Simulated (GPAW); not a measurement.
Identify the compound from its spectrum

Method: GPAW, PBE, RPA, without spin-orbit coupling, line width 0.15 eV (Lorentzian); metals get a typed carrier damping. The response is along the first axis of the cell.

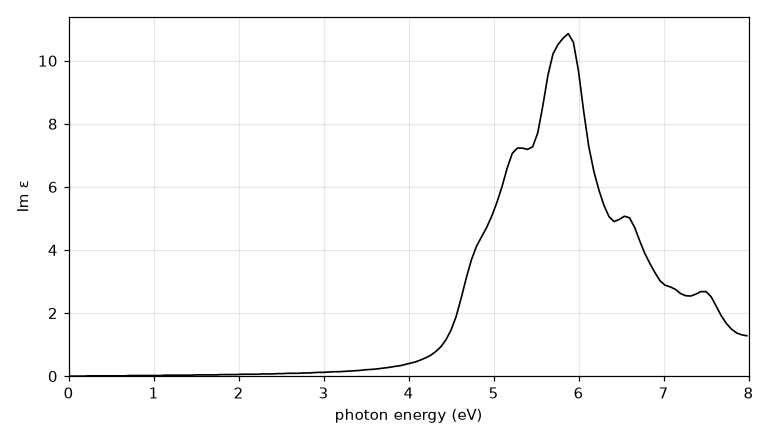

Q: To which candidate does it belong?
A. BN (P6_3/mmc)
B. TaN (Fm-3m)
C. BP (F-43m)
D. AlN (P6_3mc)

A: A. BN (P6_3/mmc): ε∞ = 4.62 along the first axis, strongest peak along the first axis at 5.88 eV. The others: BP (F-43m), ε∞ = 8.82 along the first axis, strongest peak along the first axis at 5.78 eV; TaN (Fm-3m), a metal, with a Drude term, main peak of the conductivity above 1 eV at 9.96 eV; AlN (P6_3mc), ε∞ = 4.28 along the first axis, strongest peak along the first axis at 7.93 eV.
